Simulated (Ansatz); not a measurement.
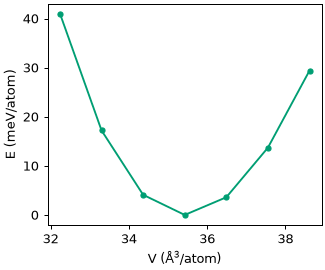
Figure. TePb (rock salt, Fm-3m) under volume change, PBE in the plane-wave PAW code Ansatz, scaled uniformly.

Question: What does a third-order Birch–Murnaghan fit give for V₀, B₀ and B′?

Answer: V₀ = 35.43 Å³/atom, B₀ = 38.5 GPa, B′ = 4.5.

The cell was relaxed with PBE under the symmetry of its start. Scalar-relativistic: spin–orbit coupling is off unless named, which matters more the heavier the elements.

Potentials: the later of the program's two PAW sets.
